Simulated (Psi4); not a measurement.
# B3LYP/6-31G(d) (spherical functions) run of CH4AlN (SMILES C#[N+][AlH3-])

What is the vertical singlet–triplet gap of CH4AlN at B3LYP/6-31G* (spherical functions)? 

Program for the calculation: Psi4 1.11.

3 further runs of the same task are left out: 1 that didn't finish, 2 set aside as unsound or not needed.

## Step 1: Starting point

CH4AlN has 7 atoms, charge 0, and is taken as a singlet. As SMILES, `C#[N+][AlH3-]`. Geometry: a GFN2-xTB relaxation, a rough one for these elements and not checked as a minimum.

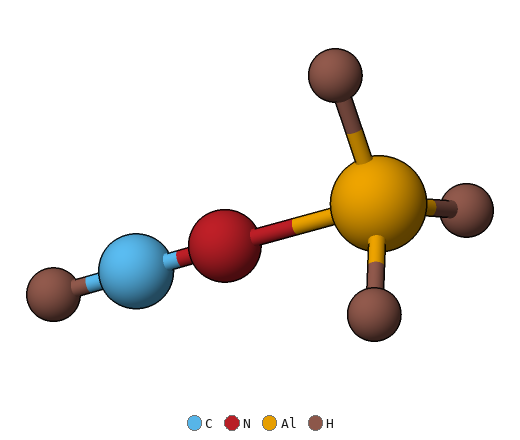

Viewed from a chosen angle; carbon blue, nitrogen red, aluminium amber, hydrogen brown.

## Step 2: Energy and forces at B3LYP/6-31G(d) (spherical functions)

File input.json:

```json
{
 "schema_name": "qcschema_input",
 "schema_version": 1,
 "molecule": {
  "schema_name": "qcschema_molecule",
  "schema_version": 2,
  "symbols": ["C", "N", "Al", "H", "H", "H", "H"],
  "geometry": [-1.37186558, -3.24938407, 0.43231265, -0.57521374, -1.27038728, 0.1442428, 0.91610143, 2.174848, -0.29349336, -2.11764599, -5.08886238, 0.70339386, -0.14853247, 2.68499847, -3.00334173, -0.44198804, 3.41292097, 2.02380219, 3.73914439, 1.33586629, -0.0069164],
  "molecular_charge": 0,
  "molecular_multiplicity": 1,
  "fix_symmetry": "c1",
  "fix_com": true,
  "fix_orientation": true
 },
 "driver": "gradient",
 "model": {
  "method": "b3lyp",
  "basis": "6-31G*"
 },
 "keywords": {
  "puream": true,
  "e_convergence": 1e-09,
  "d_convergence": 1e-08,
  "scf_type": "pk",
  "dft_radial_points": 99,
  "dft_spherical_points": 590,
  "scf_properties": ["MAYER_INDICES", "MULLIKEN_CHARGES", "QUADRUPOLE"]
 }
}
```

Command:

```bash
$ psi4 --qcschema input.json -n 1 --memory 1600MB
```

stdout:

```text
[...]
  Running in c1 symmetry.
[...]
  Nuclear repulsion =   83.929207926437144
[...]
  Multiplicity = 1
[...]
  Nalpha       = 15
  Nbeta        = 15
[...]
    Number of basis functions: 54
[...]
   @RKS iter   1:  -337.47243954042114   -5.57482e-01   1.07013e-02 DIIS/ADIIS
[...]
   @RKS iter  10:  -337.64913124938317   -1.11982e-11   5.50673e-09 DIIS
[...]
    Orbital Energies [Eh]
    ---------------------
    Doubly Occupied:
       1A    -55.981186     2A    -14.429121     3A    -10.312063
       4A     -4.082234     5A     -2.638473     6A     -2.632341
       7A     -2.632336     8A     -1.002061     9A     -0.671461
      10A     -0.538383    11A     -0.438808    12A     -0.438800
      13A     -0.351842    14A     -0.266545    15A     -0.266462
[...]
  @RKS Final Energy:  -337.64913124938317
   => Energetics <=
    Nuclear Repulsion Energy =             83.9292079264371438
    One-Electron Energy =                -631.0458269296902927
    Two-Electron Energy =                 235.6510636940362247
    DFT Exchange-Correlation Energy =     -26.1835759401662251
    Empirical Dispersion Energy =           0.0000000000000000
    VV10 Nonlocal Energy =                  0.0000000000000000
    Total Energy =                       -337.6491312493831742
[...]
 Multipole Moments:
 ------------------------------------------------------------------------------------
     Multipole            Electronic (a.u.)      Nuclear  (a.u.)        Total (a.u.)
 ------------------------------------------------------------------------------------
 L = 1.  Multiply by 2.5417464519 to convert [e a0] to [Debye]
 Dipole X            :         -1.6280627            0.6826068           -0.9454559
 Dipole Y            :         -4.4897961            2.2289320           -2.2608641
 Dipole Z            :          0.8016069           -0.4949003            0.3067066
 Magnitude           :                                                    2.4697089
 L = 2.  Multiply by 1.3450342976 to convert [e a0^2] to [Debye ang]
 Quadrupole XX       :        -63.7359624           43.2013714          -20.5345911
 Quadrupole XY       :        -67.8018840           71.6266025            3.8247184
[...]
  Mulliken Charges: (a.u.)
   Center  Symbol    Alpha    Beta     Spin     Total
       1     C     2.96376  2.96376  0.00000  0.07248
       2     N     3.57764  3.57764  0.00000 -0.15529
       3    AL     6.40803  6.40803  0.00000  0.18394
       4     H     0.34663  0.34663  0.00000  0.30674
       5     H     0.56767  0.56767  0.00000 -0.13534
       6     H     0.56803  0.56803  0.00000 -0.13606
       7     H     0.56824  0.56824  0.00000 -0.13647
   Total alpha = 15.00000, Total beta = 15.00000, Total charge =  0.00000
  Mayer Bond Indices:
[...]
  -Total Gradient:
     Atom            X                  Y                   Z
    ------   -----------------  -----------------  -----------------
       1        0.008009723926     0.018766615775    -0.002634250166
       2       -0.006651418149    -0.015642046790     0.002315347588
       3       -0.000784607140    -0.001984482036     0.000168130439
       4        0.003329924184     0.008255385706    -0.001135284367
       5        0.002571099039    -0.003696962588     0.009142199502
       6        0.003380777108    -0.006183379107    -0.007213237660
       7       -0.009855763408     0.000485000958    -0.000643267976
[...]
```

The result, in JSON:

```text
{
 "driver": "gradient",
 "model": {
  "method": "b3lyp",
  "basis": "6-31G*"
 },
 "success": true,
 "return_result": [0.008009723926415552, 0.018766615775190676, -0.002634250165513566, -0.0066514181489253366, -0.015642046790154907, 0.002315347588193531, -0.0007846071403013084, -0.0019844820357967363, 0.00016813043929602475, 0.003329924184044125, 0.008255385705508156, -0.0011352843671010582, 0.002571099039282272, -0.0036969625882087697, 0.009142199501666753, 0.0033807771075955034, -0.006183379106986943, -0.007213237659899799, -0.009855763407933135, 0.00048500095768434087, -0.0006432679757986514],
 "properties": {
  "calcinfo_nbasis": 54,
  "calcinfo_nmo": 54,
  "calcinfo_nalpha": 15,
  "calcinfo_nbeta": 15,
  "calcinfo_natom": 7,
  "nuclear_repulsion_energy": 83.92920792643714,
  "return_energy": -337.6491312493832,
  "return_gradient": [0.008009723926415552, 0.018766615775190676, -0.002634250165513566, -0.0066514181489253366, -0.015642046790154907, 0.002315347588193531, -0.0007846071403013084, -0.0019844820357967363, 0.00016813043929602475, 0.003329924184044125, 0.008255385705508156, -0.0011352843671010582, 0.002571099039282272, -0.0036969625882087697, 0.009142199501666753, 0.0033807771075955034, -0.006183379106986943, -0.007213237659899799, -0.009855763407933135, 0.00048500095768434087, -0.0006432679757986514],
  "scf_one_electron_energy": -631.0458269296903,
  "scf_two_electron_energy": 235.65106369403622,
  "scf_xc_energy": -26.183575940166225,
  "scf_dipole_moment": [-0.9454558833816884, -2.260864083612816, 0.30670664150169863],
  "scf_total_energy": -337.6491312493832,
  "scf_total_gradient": [0.008009723926415552, 0.018766615775190676, -0.002634250165513566, -0.0066514181489253366, -0.015642046790154907, 0.002315347588193531, -0.0007846071403013084, -0.0019844820357967363, 0.00016813043929602475, 0.003329924184044125, 0.008255385705508156, -0.0011352843671010582, 0.002571099039282272, -0.0036969625882087697, 0.009142199501666753, 0.0033807771075955034, -0.006183379106986943, -0.007213237659899799, -0.009855763407933135, 0.00048500095768434087, -0.0006432679757986514],
  "scf_iterations": 10
 }
}
```

Wall time 13 s (1 thread of Intel Xeon Platinum 8488C (Sapphire Rapids), shared host); peak memory 0.78 GiB.

## Step 3: The triplet

Edit input.json of step 2 so:

```diff
@@ -9,6 +9,4 @@
   "molecular_charge": 0,
-  "molecular_multiplicity": 1,
-  "fix_symmetry": "c1",
-  "fix_com": true,
-  "fix_orientation": true
+  "molecular_multiplicity": 3,
+  "fix_symmetry": "c1"
  },
@@ -20,2 +18,3 @@
  "keywords": {
+  "reference": "uks",
   "puream": true,
@@ -26,3 +25,4 @@
   "dft_spherical_points": 590,
-  "scf_properties": ["MAYER_INDICES", "MULLIKEN_CHARGES", "QUADRUPOLE"]
+  "maxiter": 200,
+  "scf_properties": ["MAYER_INDICES", "WIBERG_LOWDIN_INDICES", "LOWDIN_CHARGES"]
  }
```

Command:

```bash
$ psi4 --qcschema input.json -n 1 --memory 1600MB
```

stdout, shortened:

```text
[...]
  Running in c1 symmetry.
[...]
  Nuclear repulsion =   83.929207926437144
[...]
  Multiplicity = 3
[...]
  Nalpha       = 16
  Nbeta        = 14
[...]
    Number of basis functions: 54
[...]
   @UKS iter   1:  -337.14571339140940   -2.30756e-01   1.30610e-02 ADIIS/DIIS
[...]
   @UKS iter  30:  -337.43441732788824   -5.68434e-12   9.98369e-09 DIIS
[...]
   @S^2 Observed:                2.012339284E+00
[...]
  @UKS Final Energy:  -337.43441732788824
   => Energetics <=
    Nuclear Repulsion Energy =             83.9292079264371438
    One-Electron Energy =                -631.1811167132689206
    Two-Electron Energy =                 236.0269213607424490
    DFT Exchange-Correlation Energy =     -26.2094299017989165
    Empirical Dispersion Energy =           0.0000000000000000
    VV10 Nonlocal Energy =                  0.0000000000000000
    Total Energy =                       -337.4344173278882408
[...]
 Multipole Moments:
 ------------------------------------------------------------------------------------
     Multipole            Electronic (a.u.)      Nuclear  (a.u.)        Total (a.u.)
 ------------------------------------------------------------------------------------
 L = 1.  Multiply by 2.5417464519 to convert [e a0] to [Debye]
 Dipole X            :          0.0838583            0.0303027            0.1141610
 Dipole Y            :         -0.3575309           -0.0136428           -0.3711737
 Dipole Z            :         -0.3323954            0.0294718           -0.3029236
 Magnitude           :                                                    0.4925092
[...]
  -Total Gradient:
     Atom            X                  Y                   Z
    ------   -----------------  -----------------  -----------------
       1        0.097460847737     0.244319336719    -0.035118717712
       2       -0.111839247502    -0.272430064417     0.041972011288
       3        0.040522052454     0.045449861851    -0.036040116375
       4        0.000799093661     0.001497158478    -0.000347792781
       5       -0.002118658640    -0.007142810917     0.024334089503
       6       -0.001009914135    -0.012239051686    -0.002767277519
       7       -0.023814127699     0.000545350733     0.007967391895
[...]
```

The result, in JSON:

```text
{
 "driver": "gradient",
 "model": {
  "method": "b3lyp",
  "basis": "6-31G*"
 },
 "success": true,
 "return_result": [0.09746084773665734, 0.24431933671876602, -0.03511871771191358, -0.11183924750184296, -0.2724300644168835, 0.041972011287510456, 0.04052205245407747, 0.0454498618505443, -0.03604011637480649, 0.0007990936609171689, 0.0014971584780746894, -0.00034779278149714085, -0.002118658639807862, -0.00714281091705599, 0.02433408950255664, -0.0010099141350214391, -0.012239051685963592, -0.0027672775193483823, -0.023814127699431864, 0.0005453507330312607, 0.007967391895325502],
 "properties": {
  "calcinfo_nbasis": 54,
  "calcinfo_nmo": 54,
  "calcinfo_nalpha": 16,
  "calcinfo_nbeta": 14,
  "calcinfo_natom": 7,
  "nuclear_repulsion_energy": 83.92920792643714,
  "return_energy": -337.43441732788824,
  "return_gradient": [0.09746084773665734, 0.24431933671876602, -0.03511871771191358, -0.11183924750184296, -0.2724300644168835, 0.041972011287510456, 0.04052205245407747, 0.0454498618505443, -0.03604011637480649, 0.0007990936609171689, 0.0014971584780746894, -0.00034779278149714085, -0.002118658639807862, -0.00714281091705599, 0.02433408950255664, -0.0010099141350214391, -0.012239051685963592, -0.0027672775193483823, -0.023814127699431864, 0.0005453507330312607, 0.007967391895325502],
  "scf_one_electron_energy": -631.1811167132689,
  "scf_two_electron_energy": 236.02692136074245,
  "scf_xc_energy": -26.209429901798917,
  "scf_dipole_moment": [0.11416103136773581, -0.3711736833244932, -0.3029236105236985],
  "scf_total_energy": -337.43441732788824,
  "scf_total_gradient": [0.09746084773665734, 0.24431933671876602, -0.03511871771191358, -0.11183924750184296, -0.2724300644168835, 0.041972011287510456, 0.04052205245407747, 0.0454498618505443, -0.03604011637480649, 0.0007990936609171689, 0.0014971584780746894, -0.00034779278149714085, -0.002118658639807862, -0.00714281091705599, 0.02433408950255664, -0.0010099141350214391, -0.012239051685963592, -0.0027672775193483823, -0.023814127699431864, 0.0005453507330312607, 0.007967391895325502],
  "scf_iterations": 30
 }
}
```

Wall time 40 s (1 thread of Intel Xeon Platinum 8488C (Sapphire Rapids), shared host); peak memory 0.78 GiB.

## Step 4: Outcome

Level: B3LYP/6-31G* (spherical functions).

```
                                        quantity          value
                           singlet: total energy  -337.64913 Eh
                          singlet: dipole moment         6.28 D
                            singlet: HOMO energy       -7.25 eV
                            singlet: LUMO energy       -1.31 eV
                          singlet: HOMO–LUMO gap        5.94 eV
               singlet: largest force on an atom     1.058 eV/Å
                           triplet: total energy  -337.43442 Eh
                          triplet: dipole moment         1.25 D
     triplet: HOMO energy (highest over α and β)       -2.39 eV
                                   triplet: ⟨S²⟩          2.012
               triplet: largest force on an atom    15.296 eV/Å
vertical energy of the triplet above the singlet       5.843 eV
```

In words: At this shape the triplet lies 5.84 eV (135 kcal/mol) above the singlet. The largest force (singlet) is 1.06 eV/Å: the shape isn't a stationary point for this species at this level.
